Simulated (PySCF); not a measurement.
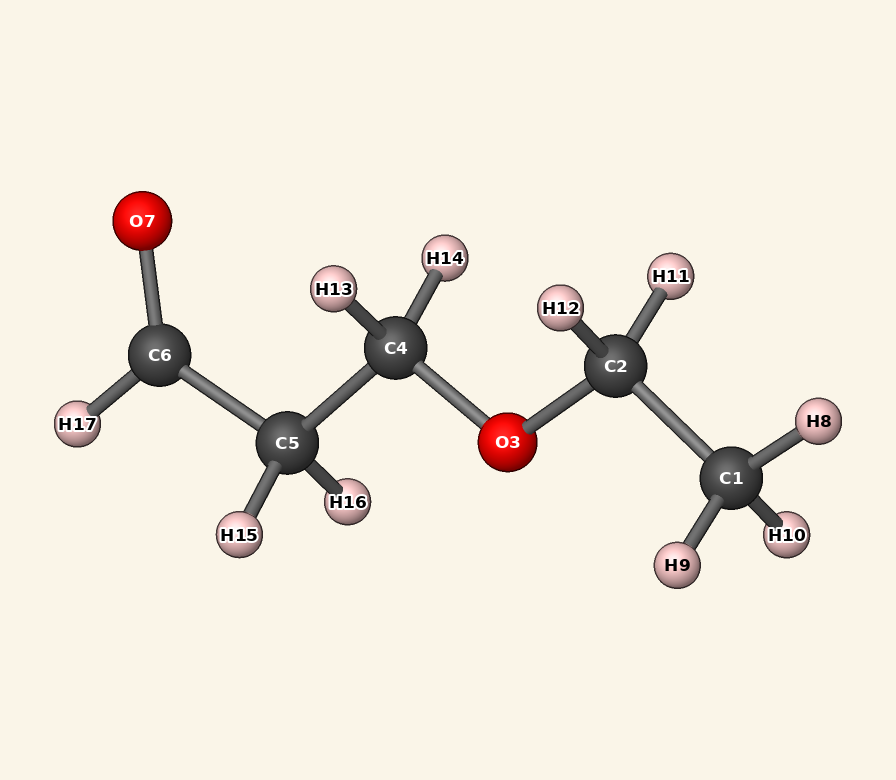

The questions are on isotropic NMR shieldings of the C atoms. The geometry was computed by an optimisation with PBE0-D3(BJ)/def2-SVP. No frequency run is at hand to confirm it as a minimum. Level of theory: GIAO PBE0/pcSseg-1 NMR shielding, non-relativistic, IEF-PCM acetonitrile (PySCF 2.14.0).

**Which C atom is the most shielded (lowest chemical shift)?**

C1 (167.6 ppm).

**Which C atom is the least shielded (highest chemical shift)?**

C6 (−26.6 ppm).

**How wide is the range of C shifts?**

194.2 ppm.

List the isotropic NMR shieldings of the C atoms.

```json
{"atom": "C1", "σ (ppm)": "167.6"}
{"atom": "C2", "σ (ppm)": "116.3"}
{"atom": "C4", "σ (ppm)": "118.4"}
{"atom": "C5", "σ (ppm)": "135.5"}
{"atom": "C6", "σ (ppm)": "−26.6"}
```
